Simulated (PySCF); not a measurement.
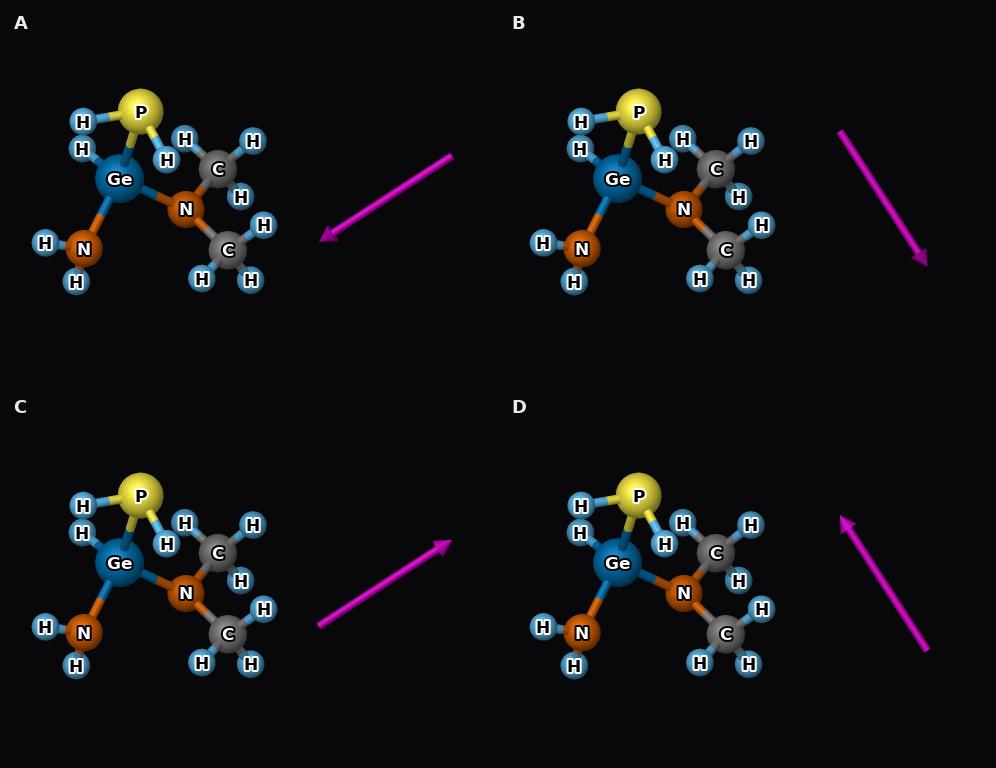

The same molecule four times, each with an arrow. The geometry was computed by an optimisation with GFN2-xTB. No frequency run is at hand to confirm it as a minimum. Level of theory: CAM-B3LYP/def2-SVPD, gas phase (PySCF 2.14.0).

Which arrow points along the dipole moment, from the negative to the positive end?

Answer. A. The dipole moment is 0.86 D.

The geometry is semi-empirical. Around Ge, P such bond lengths and angles can be off by a tenth of an ångström or more and by several degrees, and values that hang on the shape move with them.
